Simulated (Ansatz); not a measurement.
# One shape, several levels: triplet AlH2F

We compute a comparison of 6 runs (UBHLYP/STO-3G, UBLYP/STO-3G, UPBE/STO-3G, UMP2/STO-3G, UCCSD/STO-3G, FCI/STO-3G) of triplet AlH2F. 

The calculation is run with Ansatz 0.2.0.

52 further runs of the same task are left out: 52 set aside as unsound or not needed.

## (1) The structure to begin with

AlH2F has 4 atoms, charge 0, and is taken as a triplet. SMILES of the parent species: `[H][Al]([H])[F]`. Geometry: a GFN2-xTB relaxation, a rough one for these elements and not checked as a minimum. That shape belongs to the parent species and isn't relaxed for this state.

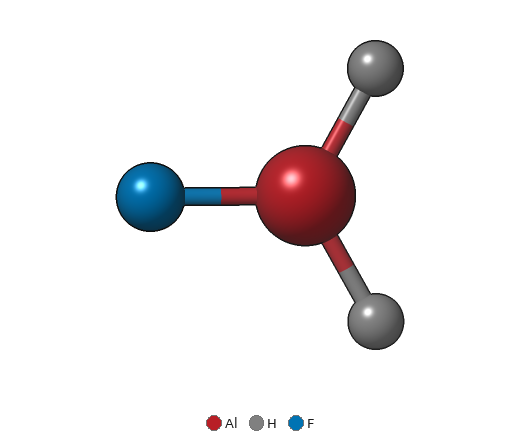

Viewed from a chosen angle; aluminium red, hydrogen grey, fluorine blue.

## (2) A single-point energy at UBHLYP/STO-3G (run 1)

job.yaml reads:

```yaml
crystal:
  periodic: [false, false, false]
  atoms:
    - {symbol: Al, position_ang: [0.019600, 0.032680, 0.000940]}
    - {symbol: H, position_ang: [1.546910, -0.017870, 0.014080]}
    - {symbol: H, position_ang: [-0.738990, 1.358820, -0.019420]}
    - {symbol: F, position_ang: [-0.827520, -1.373630, 0.004400]}
basis:
  gaussian:
    orbitals: STO-3G
magnetization:
  spin_polarized: true
  initial_magnetization: 2
hamiltonian:
  xc: {name: BHLYP}
accuracy: high
```

On the command line:

```console
$ ansatz run job.yaml --threads 1 --pin off --max-ram 2610MiB --events-out events.jsonl --progress --plain --runs-dir runs
```

Output:

```text
Warning: RAYON_NUM_THREADS=1 ignored (pool sized by the plan → 1); use --threads N
Functional definition: BHLYP
  name "BHLYP"
  parameter a = 0.5
  exchange = (1 - a)*b88_x + a*exact_x
  correlation = lyp_c
267 factors; integrals over basis functions are off by at most 2.8e-8 eV
mean field evaluation 1: about -9216.4073 eV, gradient 9.9e0 eV
mean field evaluation 2: about -9215.8620 eV, gradient 1.5e1 eV
mean field evaluation 4: about -9217.3706 eV, gradient 1.1e0 eV
mean field evaluation 8: about -9217.3799 eV, gradient 3.1e-1 eV
mean field evaluation 16: about -9219.1196 eV, gradient 1.3e-8 eV
mean field -9219.11960079 eV, -338.7963963852 hartree, gradient 7.8e-8 eV, S^2 2.004512; 4 other end points of the search recorded, 0 dependent functions left out
reference -9219.11961650 eV, -338.7963969625 hartree; 13, 11 occupied and 3, 5 virtual orbitals, 267 factors
Total energy: -9219.11961650 eV, -338.7963969625 hartree
```

It took 1.5 s on 1 thread of Arm Neoverse V1, shared host; peak memory 0.12 GiB.

## (3) A single-point energy at UBLYP/STO-3G (run 2)

in.yaml reads:

```yaml
crystal:
  periodic: [false, false, false]
  atoms:
    - {symbol: Al, position_ang: [0.019600, 0.032680, 0.000940]}
    - {symbol: H, position_ang: [1.546910, -0.017870, 0.014080]}
    - {symbol: H, position_ang: [-0.738990, 1.358820, -0.019420]}
    - {symbol: F, position_ang: [-0.827520, -1.373630, 0.004400]}
basis:
  gaussian:
    orbitals: STO-3G
magnetization:
  spin_polarized: true
  initial_magnetization: 2
accuracy: high
hamiltonian:
  xc: {name: BLYP}
```

On the command line:

```console
$ ansatz run in.yaml --threads 1 --pin off --max-ram 2610MiB --events-out events.jsonl --progress --plain --runs-dir runs
```

Output:

```text
Warning: RAYON_NUM_THREADS=1 ignored (pool sized by the plan → 1); use --threads N
Functional definition: BLYP
  name "BLYP"
  parameter beta = 0.0042
  parameter a = 0.04918
  parameter b = 0.132
  parameter c = 0.2533
  parameter d = 0.349
  exchange = b88_x(beta = beta)
  correlation = lyp_c(a = a, b = b, c = c, d = d)
267 factors; integrals over basis functions are off by at most 2.8e-8 eV
mean field evaluation 1: about -9216.4386 eV, gradient 1.4e1 eV
mean field evaluation 2: about -9211.5972 eV, gradient 2.3e1 eV
mean field evaluation 4: about -9218.8945 eV, gradient 3.3e0 eV
mean field evaluation 8: about -9218.9620 eV, gradient 1.8e-1 eV
mean field evaluation 16: about -9218.9624 eV, gradient 5.0e-6 eV
mean field evaluation 32: about -9218.8522 eV, gradient 2.7e0 eV
mean field -9218.96238145 eV, -338.7906186813 hartree, gradient 4.7e-8 eV, S^2 2.000860; 1 other end points of the search recorded, 0 dependent functions left out
reference -9218.96241279 eV, -338.7906198330 hartree; 13, 11 occupied and 3, 5 virtual orbitals, 267 factors
Total energy: -9218.96241279 eV, -338.7906198330 hartree
```

Wall time 1.6 s (1 thread of Arm Neoverse V1, shared host); peak memory 0.12 GiB.

## (4) The energy at UPBE/STO-3G (run 3)

input.yaml reads:

```yaml
crystal:
  periodic: [false, false, false]
  atoms:
    - {symbol: Al, position_ang: [0.019600, 0.032680, 0.000940]}
    - {symbol: H, position_ang: [1.546910, -0.017870, 0.014080]}
    - {symbol: H, position_ang: [-0.738990, 1.358820, -0.019420]}
    - {symbol: F, position_ang: [-0.827520, -1.373630, 0.004400]}
basis:
  gaussian:
    orbitals: STO-3G
magnetization:
  spin_polarized: true
  initial_magnetization: 2
hamiltonian:
  xc: {name: PBE}
accuracy: high
```

On the command line:

```console
$ ansatz run input.yaml --threads 1 --pin off --max-ram 2610MiB --events-out events.jsonl --progress --plain --runs-dir runs
```

Output:

```text
Warning: RAYON_NUM_THREADS=1 ignored (pool sized by the plan → 1); use --threads N
Functional definition: PBE
  name "PBE"
  parameter kappa = 0.804
  parameter beta = 0.06672455060314922
  exchange = pbe_x(kappa = kappa, mu = beta*pi^2/3)
  correlation = pbe_c(beta = beta)
267 factors; integrals over basis functions are off by at most 2.8e-8 eV
mean field evaluation 1: about -9211.3982 eV, gradient 1.4e1 eV
mean field evaluation 2: about -9206.6757 eV, gradient 2.2e1 eV
mean field evaluation 4: about -9213.7336 eV, gradient 2.6e0 eV
mean field evaluation 8: about -9213.7643 eV, gradient 1.8e-1 eV
mean field evaluation 16: about -9213.7646 eV, gradient 1.8e-6 eV
mean field -9213.76462965 eV, -338.5996048257 hartree, gradient 8.7e-8 eV, S^2 2.000611; 1 other end points of the search recorded, 0 dependent functions left out
reference -9213.76463127 eV, -338.5996048851 hartree; 13, 11 occupied and 3, 5 virtual orbitals, 267 factors
Total energy: -9213.76463127 eV, -338.5996048851 hartree
```

It took 1.5 s on 1 thread of Arm Neoverse V1, shared host; peak memory 0.12 GiB.

Runs 4 to 5 aren't shown in full; the table further down has their settings and results.

## (5) A single-point energy at FCI/STO-3G (run 6)

run.yaml reads:

```yaml
crystal:
  periodic: [false, false, false]
  atoms:
    - symbol: Al
      position_ang: [0.019600, 0.032680, 0.000940]
    - symbol: H
      position_ang: [1.546910, -0.017870, 0.014080]
    - symbol: H
      position_ang: [-0.738990, 1.358820, -0.019420]
    - symbol: F
      position_ang: [-0.827520, -1.373630, 0.004400]
basis:
  gaussian: {orbitals: STO-3G}
correlation: {method: fci, frozen_orbitals: {Al: 5, F: 1, H: 0}}
accuracy: high
magnetization: {spin_polarized: true, initial_magnetization: 2}
```

On the command line:

```console
$ ansatz run run.yaml --threads 1 --pin off --max-ram 2610MiB --events-out events.jsonl --progress --plain --runs-dir runs
```

Output (excerpt; [...] marks lines left out):

```text
Warning: RAYON_NUM_THREADS=1 ignored (pool sized by the plan → 1); use --threads N
Functional definition: HF
  name "HF"
[...]
267 factors; integrals over basis functions are off by at most 2.8e-8 eV
[...]
mean field -9195.98229643 eV, -337.9461161330 hartree, gradient 1.9e-8 eV, S^2 2.016977; 10 other end points of the search recorded, 0 dependent functions left out
determinant -9195.98229643 eV, -337.9461161330 hartree, with singles and doubles -9197.48198128 eV, -338.0012285350 hartree
determinant -9193.15833149 eV, -337.8423373358 hartree, with singles and doubles -9195.61509573 eV, -337.9326217563 hartree
6 core orbitals not correlated: weight in the atoms' cores, before any rotation towards them, 0.999 or more for the frozen orbitals, at most 0.000 for the correlated occupied ones
reference -9195.89691153 eV, -337.9429782959 hartree; 7, 5 occupied and 3, 5 virtual orbitals, 267 factors
state -9197.58572193 eV, -338.0050409335 hartree
Total energy: -9197.58572193 eV, -338.0050409335 hartree
```

Wall time 0.56 s (1 thread of Arm Neoverse V1, shared host).

## (6) All runs side by side

| run | level | frozen core orbitals | energy (Eh) | ⟨S²⟩ | wall time |
| --- | --- | --- | --- | --- | --- |
| 1 | UBHLYP/STO-3G | – | -338.796397 | 2.005 | 1.5 s |
| 2 | UBLYP/STO-3G | – | -338.790620 | 2.001 | 1.6 s |
| 3 | UPBE/STO-3G | – | -338.599605 | 2.001 | 1.5 s |
| 4 | UMP2/STO-3G | 6 | -337.975985 | 2.017 | 0.24 s |
| 5 | UCCSD/STO-3G | 6 | -338.001522 | 2.017 | 0.34 s |
| 6 | FCI/STO-3G | 6 | -338.005041 | – | 0.56 s |

## (7) Outcome

| quantity | value |
| --- | --- |
| run 6: total energy | -338.00504 Eh |
| run 6: correlation energy (6 core orbitals frozen) | -62.1 mEh |

What this shows: Against full CI in this basis: UMP2 +29.1 mEh; UCCSD +3.5 mEh. Totals of different functionals can't be ranked against each other. In runs 1, 2, 3, 4, 5, 6 the basis is minimal, so the values are rough. All runs together took 5.7 s, the longest 1.6 s.
